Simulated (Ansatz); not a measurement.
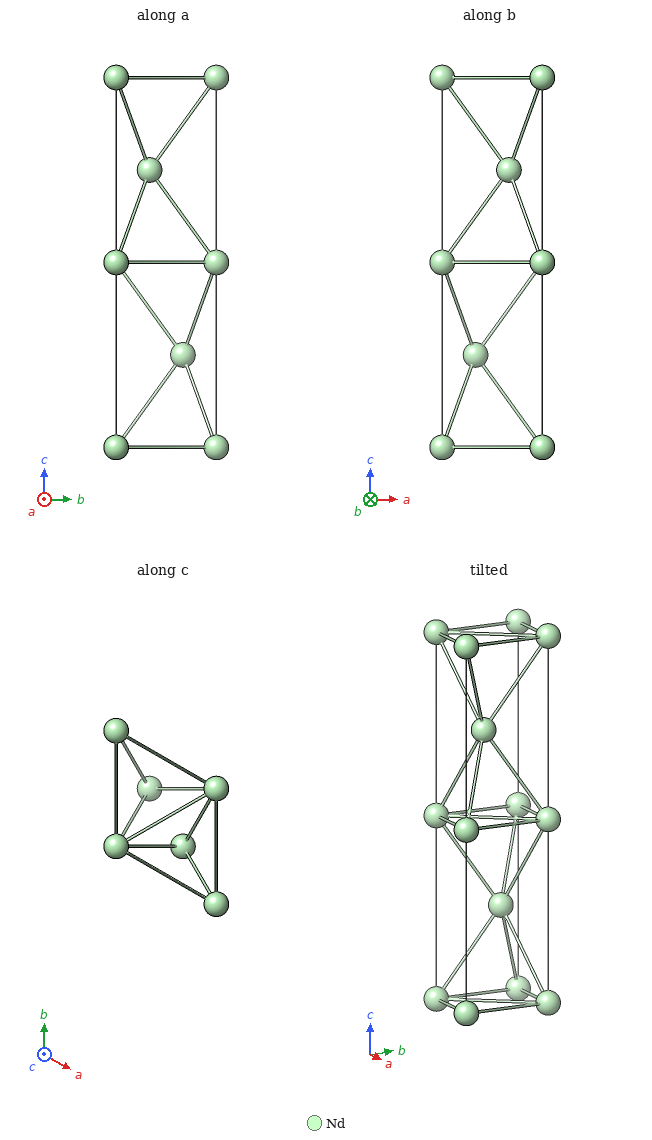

Structure drawing (ball-and-stick), viewed along the a axis, along the b axis, along the c axis and slightly off an axis. The parallelepiped is the conventional unit cell.

Lattice parameters: a = 3.690 Å, b = 3.690 Å, c = 11.801 Å, α = 90.00°, β = 90.00°, γ = 120.00°.

Express the structure as a table of Wyckoff sites.

Space group P6_3/mmc (No. 194).
```csv
atom,site,x,y,z
Nd,2a,0.0000,0.0000,0.0000
Nd,2c,0.3333,0.6667,0.2500
```

The cell started as a structure type known for this element. What is shown is the relaxed result from DFT PBE, scalar-relativistic, plane waves, PAW in Ansatz.
